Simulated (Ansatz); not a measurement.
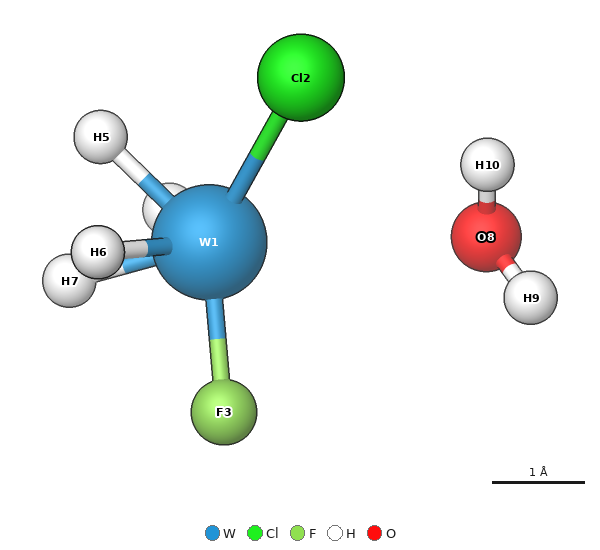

**Figure 1.** The structure as given in the input (ball-and-stick view, seen at a tilt; atoms are numbered from 1 in the order of the input). Sticks mark near contacts. Bond lengths as drawn: Cl–W 2.37 Å, F–W 1.88 Å, H–O 0.97 to 0.99 Å and H–W 1.65 to 1.68 Å.

# Geometry relaxation of WH₆ClOF (part 1 of 2)

- system: WH₆ClOF
- method: RKS PBE0-D4/def2-SVP (Ansatz 0.2.0)

It belongs to a series of runs on one base structure; here: end point A relaxed. Figures and captions count atoms from 1; the log counts them from 0 in places.

Input
```yaml
crystal:
  periodic: [false, false, false]
  atoms:
    - { symbol: W, position_ang: [0.184357, -0.014242, 0.05016] }
    - { symbol: Cl, position_ang: [-0.428647, -0.056447, 2.334543] }
    - { symbol: F, position_ang: [1.736756, -0.523257, -0.876515] }
    - { symbol: H, position_ang: [-0.563858, 1.203605, -0.826075] }
    - { symbol: H, position_ang: [-1.462791, -0.236979, -0.03663] }
    - { symbol: H, position_ang: [-0.362329, -1.553878, -0.197642] }
    - { symbol: H, position_ang: [-0.511598, -0.486511, -1.367756] }
    - { symbol: O, position_ang: [1.96485, 2.004616, 1.621569] }
    - { symbol: H, position_ang: [2.84739, 1.649363, 1.784096] }
    - { symbol: H, position_ang: [1.43967, 1.710129, 2.40125] }
basis:
  gaussian: { orbitals: def2-SVP }
hamiltonian:
  xc: pbe0
  dispersion: d4
relax:
  f_tol: 0.03
  max_steps: 50
output:
  orbitals: {}
```

Run on 2 threads of Arm Neoverse N1, 54 GiB of memory available, shared host.

Run as:
```bash
ansatz run input.yaml --threads 2 --pin off --max-ram 3072MiB --backend cpu --events-out ev --progress --plain --runs-dir out
```

Output
```
The last accepted step is kept in [file] (removed where the run ends without a failure and the disk answers)
Engine: ansatz 0.2.0, aarch64-unknown-linux-gnu
Functional definition: PBE0
  parameter a = 0.25
  parameter kappa = 0.804
  parameter beta = 0.06672455060314922
  exchange = (1 - a)*pbe_x(kappa = kappa, mu = beta*pi^2/3) + a*exact_x
  correlation = pbe_c(beta = beta)
1132 factors; integrals over basis functions are off by at most 4.9e-4 eV
mean field evaluation 1: about -19188.0516 eV, gradient 5.5e1 eV
mean field evaluation 2: about -19173.4054 eV, gradient 1.1e2 eV
mean field evaluation 4: about -19193.5111 eV, gradient 6.5e0 eV
mean field evaluation 8: about -19193.6524 eV, gradient 9.2e-1 eV
mean field evaluation 16: about -19193.6542 eV, gradient 1.4e-4 eV
mean field -19193.65424016 eV, -705.3537833999 hartree, gradient 6.1e-5 eV, S^2 0.000000; 0 other end points of the search recorded, 0 dependent functions left out
the calculation of the forces begins
reference -19193.65428669 eV, -705.3537851097 hartree; 27, 27 occupied and 81, 81 virtual orbitals, 1132 factors
relax step   1: F+E_penalty+E_count = -19193.83160634 eV  Δ(F+E_penalty+E_count) = +0.000e0 eV  max|allowed force component| = 1.031e0 eV/Å  Δτ_max = 0.0000 Å  (31 SCF iters, accepted)
these checks for a lower state are left out or cut short: starts, cluster_reference, orbital_swaps, neighbouring_geometries, increment
1132 factors; integrals over basis functions are off by at most 6.4e-4 eV
mean field -19193.80123089 eV, -705.3591852093 hartree, gradient 2.2e-5 eV, S^2 0.000000; 0 other end points of the search recorded, 0 dependent functions left out
[... from here on the field's lines of each further geometry are left out, up to the last ...]
relax step   2: F+E_penalty+E_count = -19193.98321852 eV  Δ(F+E_penalty+E_count) = -1.516e-1 eV  max|allowed force component| = 1.168e0 eV/Å  Δτ_max = 0.1958 Å  (39 SCF iters, accepted)
relax step   3: F+E_penalty+E_count = -19194.15143479 eV  Δ(F+E_penalty+E_count) = -1.682e-1 eV  max|allowed force component| = 1.516e0 eV/Å  Δτ_max = 0.1926 Å  (35 SCF iters, accepted)
relax step   4: F+E_penalty+E_count = -19194.33631724 eV  Δ(F+E_penalty+E_count) = -1.849e-1 eV  max|allowed force component| = 1.200e0 eV/Å  Δτ_max = 0.1953 Å  (34 SCF iters, accepted)
relax step   5: F+E_penalty+E_count = -19194.40636639 eV  Δ(F+E_penalty+E_count) = -7.005e-2 eV  max|allowed force component| = 7.505e-1 eV/Å  Δτ_max = 0.1948 Å  (35 SCF iters, accepted)
relax step   6: F+E_penalty+E_count = -19194.39795738 eV  Δ(F+E_penalty+E_count) = +8.409e-3 eV  max|allowed force component| = 6.669e-1 eV/Å  Δτ_max = 0.2000 Å  (39 SCF iters, rejected (line search))
relax step   7: F+E_penalty+E_count = -19194.44047711 eV  Δ(F+E_penalty+E_count) = -3.411e-2 eV  max|allowed force component| = 3.393e-1 eV/Å  Δτ_max = 0.0975 Å  (35 SCF iters, accepted)
relax step   8: F+E_penalty+E_count = -19194.44631430 eV  Δ(F+E_penalty+E_count) = -5.837e-3 eV  max|allowed force component| = 1.912e-1 eV/Å  Δτ_max = 0.0875 Å  (35 SCF iters, accepted)
relax step   9: F+E_penalty+E_count = -19194.44984502 eV  Δ(F+E_penalty+E_count) = -3.531e-3 eV  max|allowed force component| = 3.319e-2 eV/Å  Δτ_max = 0.0362 Å  (35 SCF iters, accepted)
relax step  10: F+E_penalty+E_count = -19194.45026736 eV  Δ(F+E_penalty+E_count) = -4.223e-4 eV  max|allowed force component| = 4.584e-2 eV/Å  Δτ_max = 0.0131 Å  (36 SCF iters, accepted)
relax step  11: F+E_penalty+E_count = -19194.44985209 eV  Δ(F+E_penalty+E_count) = +4.153e-4 eV  max|allowed force component| = 7.369e-2 eV/Å  Δτ_max = 0.0250 Å  (35 SCF iters, rejected (line search))
relax step  12: F+E_penalty+E_count = -19194.45047292 eV  Δ(F+E_penalty+E_count) = -2.056e-4 eV  max|allowed force component| = 5.248e-2 eV/Å  Δτ_max = 0.0125 Å  (36 SCF iters, accepted)
the calculation of the forces begins
reference -19194.25948224 eV, -705.3760256359 hartree; 27, 27 occupied and 81, 81 virtual orbitals, 1132 factors
relax step  13: F+E_penalty+E_count = -19194.45057249 eV  Δ(F+E_penalty+E_count) = -9.957e-5 eV  max|allowed force component| = 4.619e-3 eV/Å  Δτ_max = 0.0075 Å  (36 SCF iters, accepted)
```

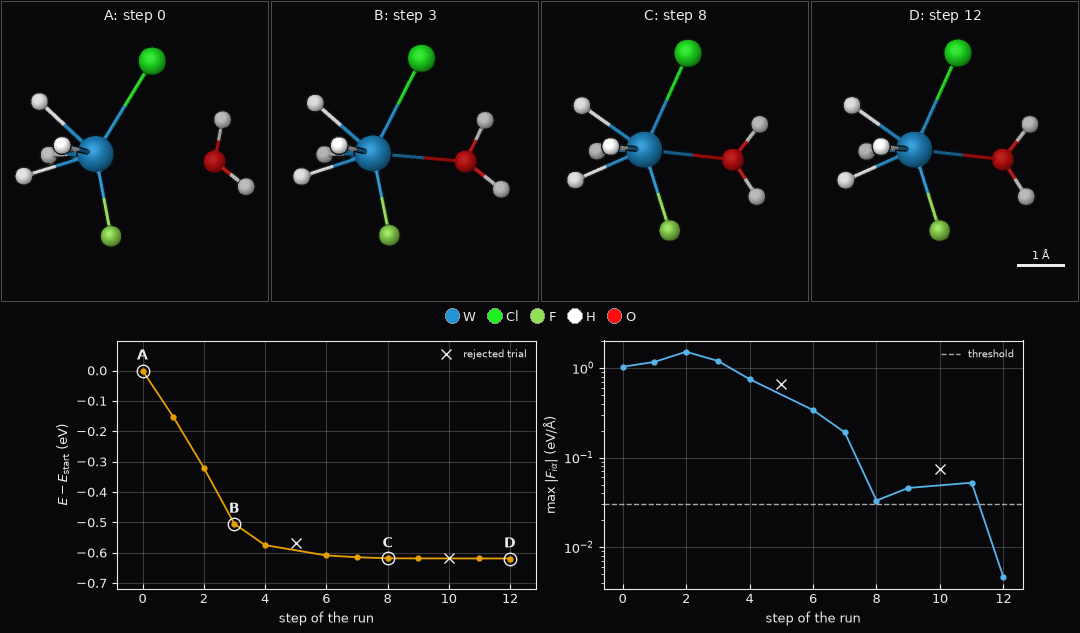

**Figure 2.** Frames of the relaxation (ball-and-stick view, seen at a tilt) above the curves, on which the letters mark them (the first geometry is step 0 here and step 1 in the log).

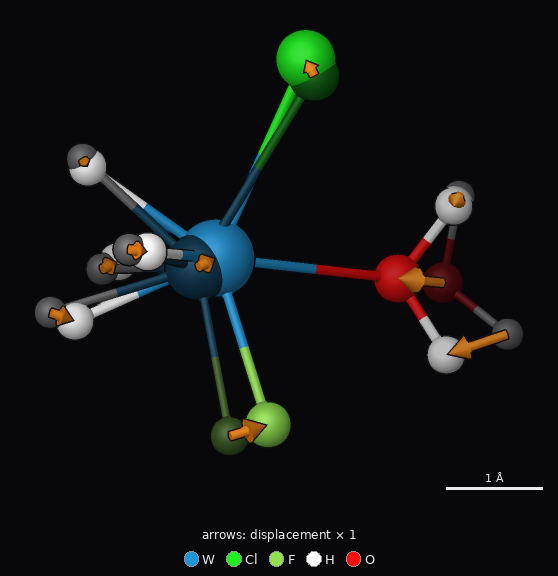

**Figure 3.** Start (faint) and end (solid) with the displacements as orange arrows, at true length (ball-and-stick view, seen at a tilt). The two geometries are laid on each other by the best rigid fit. Over 12 geometry steps the energy falls by 0.619 eV. Largest force component: 1 eV/Å at the start, 0.0046 eV/Å at the end. The line search rejected the trial steps at points 5, 10 (counted from 0) and went back. The atom that moves furthest after the best rigid fit is H9 (0.69 Å). Largest moves by element: H 0.69 Å, O 0.59 Å, F 0.45 Å, W 0.25 Å, Cl 0.20 Å. Among the contacts that change: W1–O8 3.117 → 2.300 Å, W1–Cl2 2.366 → 2.327 Å, W1–F3 1.878 → 1.897 Å, O8–H10 0.985 → 0.969 Å. New bonds form: W1–O8 (3.12 → 2.30 Å). Among the angles that change: H9–O8–H10 104.1° → 108.1°, Cl2–W1–H6 92.4° → 89.1°, F3–W1–H4 107.9° → 110.8°. (Atoms are counted from 1 in the order of the input.)

```
1132 factors; integrals over basis functions are off by at most 6.1e-4 eV
mean field -19194.25943473 eV, -705.3760238901 hartree, gradient 2.3e-5 eV, S^2 0.000000; 1 other end points of the search recorded, 0 dependent functions left out
the calculation of the forces begins
reference -19194.25948224 eV, -705.3760256359 hartree; 27, 27 occupied and 81, 81 virtual orbitals, 1132 factors
Total energy: -19194.45061999 eV, -705.3830498187 hartree
Atom 0 at     0.235968     0.145483     0.238747 Å, force     0.003893    -0.001058    -0.004499 eV/Å
Atom 1 at    -0.610327    -0.090704     2.393064 Å, force    -0.003864    -0.001028     0.002564 eV/Å
Atom 2 at     1.910517    -0.315587    -0.524916 Å, force    -0.004619     0.000817     0.001083 eV/Å
Atom 3 at    -0.518200     1.351179    -0.658912 Å, force     0.000059    -0.000063     0.000033 eV/Å
Atom 4 at    -1.370357    -0.196885    -0.051754 Å, force     0.000882    -0.001268     0.000992 eV/Å
Atom 5 at    -0.218639    -1.422711    -0.084738 Å, force     0.001109     0.000990     0.000531 eV/Å
Atom 6 at    -0.282139    -0.371767    -1.251120 Å, force     0.000936     0.001545     0.001022 eV/Å
Atom 7 at     1.633316     1.597865     1.346309 Å, force     0.001547     0.000862    -0.002942 eV/Å
Atom 8 at     2.573716     1.446488     1.176250 Å, force    -0.002482    -0.000088     0.002864 eV/Å
Atom 9 at     1.489944     1.553039     2.304069 Å, force     0.002539    -0.000709    -0.001647 eV/Å
Dipole moment:     0.713050     0.521815     0.518112 e Å
```

Trajectory as extended XYZ (Å, eV, eV/Å), 13 frames, from step=1 to step=13
```
10
Properties=species:S:1:pos:R:3:forces:R:3 step=1 energy=-19193.83161
W     0.1844   -0.0142    0.0502    0.2567   0.4729   1.0305
Cl   -0.4286   -0.0564    2.3345    0.1689  -0.0298  -0.6964
F     1.7368   -0.5233   -0.8765   -0.0157   0.0097   0.0533
H    -0.5639    1.2036   -0.8261   -0.0226  -0.0399  -0.0108
H    -1.4628   -0.2370   -0.0366   -0.0144  -0.0185  -0.0069
H    -0.3623   -1.5539   -0.1976   -0.0279   0.0115   0.0103
H    -0.5116   -0.4865   -1.3678    0.0045   0.0210  -0.0274
O     1.9648    2.0046    1.6216   -0.7953  -0.6946   0.2743
H     2.8474    1.6494    1.7841   -0.0133   0.0065  -0.0109
H     1.4397    1.7101    2.4013    0.4591   0.2613  -0.6161
10
Properties=species:S:1:pos:R:3:forces:R:3 step=2 energy=-19193.98322
W     0.2123    0.0265    0.0894   -0.1484   0.0778  -0.2429
Cl   -0.4174   -0.0579    2.3071   -0.1315  -0.0785   0.2268
F     1.7469   -0.5087   -0.8520    0.1852   0.0334   0.0819
H    -0.5624    1.2042   -0.8197    0.0505   0.0979   0.0816
H    -1.4384   -0.2273   -0.0252    0.1635   0.1016   0.1173
H    -0.3513   -1.5159   -0.1803    0.1310   0.1354   0.1136
H    -0.4891   -0.4619   -1.3361    0.1348   0.0673   0.1185
O     1.8844    1.8517    1.5294    0.1617  -0.7465   1.1675
H     2.8224    1.6656    1.7681   -0.8283   0.1508  -0.5468
H     1.4363    1.7201    2.4063    0.2813   0.1608  -1.1175
10
Properties=species:S:1:pos:R:3:forces:R:3 step=3 energy=-19194.15143
W     0.2390    0.0629    0.1173    0.1347   0.2120   0.2418
Cl   -0.4524   -0.0860    2.3257   -0.0807  -0.0376   0.1598
F     1.7876   -0.4750   -0.8042    0.1563   0.0105   0.0385
H    -0.5331    1.2469   -0.7862    0.0221   0.0914   0.0654
H    -1.4065   -0.1884    0.0127    0.0645   0.0290  -0.0667
H    -0.3091   -1.4820   -0.1410    0.0512   0.0596   0.0296
H    -0.4456   -0.4336   -1.3086    0.0596   0.0367   0.0648
O     1.8017    1.7004    1.4437    0.3911  -0.2595   1.5162
H     2.7634    1.6448    1.6707   -0.9866  -0.0573  -0.7186
H     1.3988    1.7064    2.3569    0.1878  -0.0848  -1.3308
10
Properties=species:S:1:pos:R:3:forces:R:3 step=4 energy=-19194.33632
W     0.2787    0.1043    0.1643   -0.1031   0.2076   0.3490
Cl   -0.4800   -0.0973    2.3695    0.0405   0.0288  -0.0038
F     1.8402   -0.4360   -0.7398    0.1710   0.0022   0.0218
H    -0.4934    1.2931   -0.7349    0.0368   0.0893   0.0684
H    -1.3593   -0.1515    0.0242    0.0008  -0.0044  -0.0698
H    -0.2641   -1.4373   -0.0998    0.0039  -0.0817  -0.0204
H    -0.3939   -0.3977   -1.2604    0.0584  -0.0204  -0.0379
O     1.7018    1.6250    1.3602    0.4972  -0.1075   1.2001
H     2.6704    1.5639    1.5193   -0.7212  -0.0518  -0.5802
H     1.3434    1.6299    2.2844    0.0157  -0.0621  -0.9272
```
